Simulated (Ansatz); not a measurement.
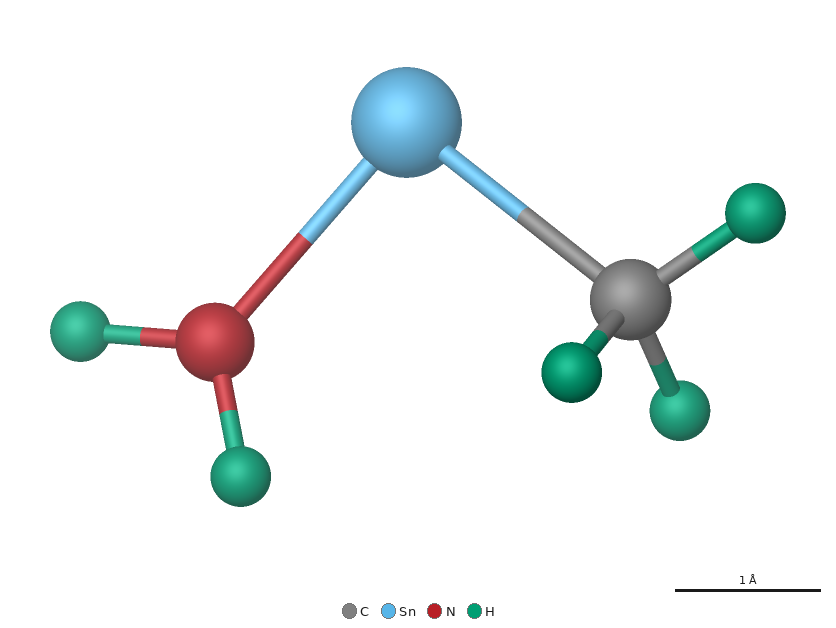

Rendered structure (ball-and-stick style).

The computed structure is the end point of a PBE0-D4/def2-TZVP optimisation.

Give the formula.

Answer. CH5NSn, 8 atoms: 1 carbon, 5 hydrogen, 1 nitrogen and 1 tin.

What is its SMILES?

Answer. [CH3][Sn][NH2]

More results for the same structure follow; atom numbers are the same in all pictures, views and colours differ.

**Shape**

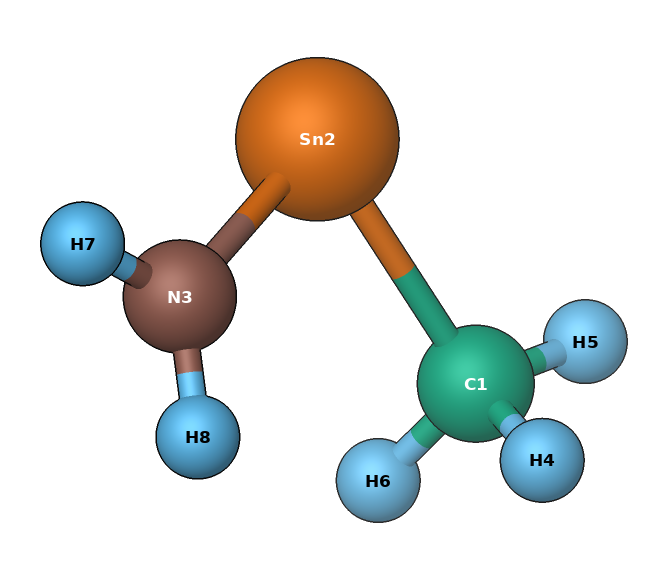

What are the angles Sn2–C1–H4, Sn2–C1–H5, Sn2–C1–H6, H4–C1–H5, H4–C1–H6, H5–C1–H6, C1–Sn2–N3, Sn2–N3–H7, Sn2–N3–H8, H7–N3–H8?

| angle | degrees |
| --- | --- |
| Sn2–C1–H4 | 110.2 |
| Sn2–C1–H5 | 111.9 |
| Sn2–C1–H6 | 109.4 |
| H4–C1–H5 | 108.8 |
| H4–C1–H6 | 108.1 |
| H5–C1–H6 | 108.4 |
| C1–Sn2–N3 | 92.8 |
| Sn2–N3–H7 | 123.7 |
| Sn2–N3–H8 | 124.9 |
| H7–N3–H8 | 111.4 |

**Vibrations**

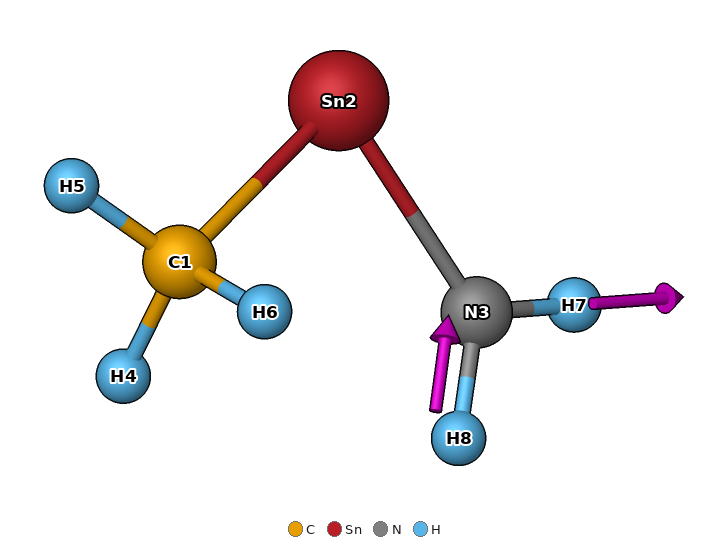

The arrows show one normal mode. Harmonic vibrations computed with RKS PBE0-D4/def2-TZVP, core potentials on Sn (Ansatz 0.2.0) at a stationary point of the same level.

Describe the motion.

Answer. Mostly out-of-phase stretching of 2 N–H bonds.

At what wavenumber does it lie?

Answer. 3690 cm⁻¹; it is mode 18 of 18 counted from the lowest.

**Dipole moment**

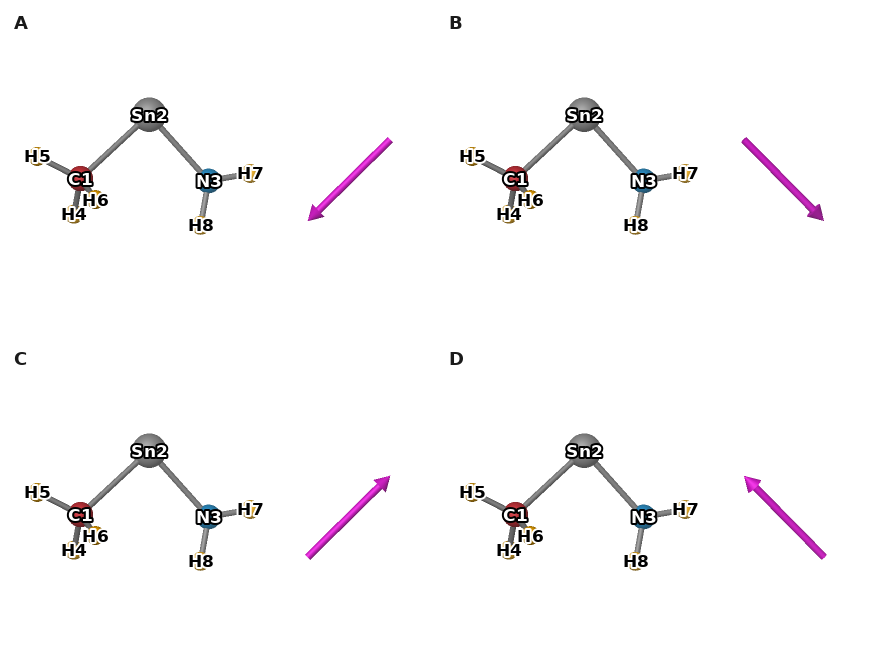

The same molecule four times, each with an arrow. Properties computed with RKS B3LYP-D4/def2-TZVPP, core potentials on Sn (Ansatz 0.2.0).

Which arrow points along the dipole moment, from the negative to the positive end?

Answer. B. The dipole moment is 0.60 D; it points from the side of H5 to the side of H7, H8 (the outermost atoms at the two ends).

**Electronic properties**

Method: RKS HSE06-D4/def2-TZVPP, core potentials on Sn (Ansatz 0.2.0).

What is the HOMO–LUMO gap?

Answer. 3.74 eV.

Give the dispersion correction at this level.

Answer. −11.1 kJ/mol.

What is the HOMO energy (Kohn–Sham orbital)?

Answer. −5.77 eV.
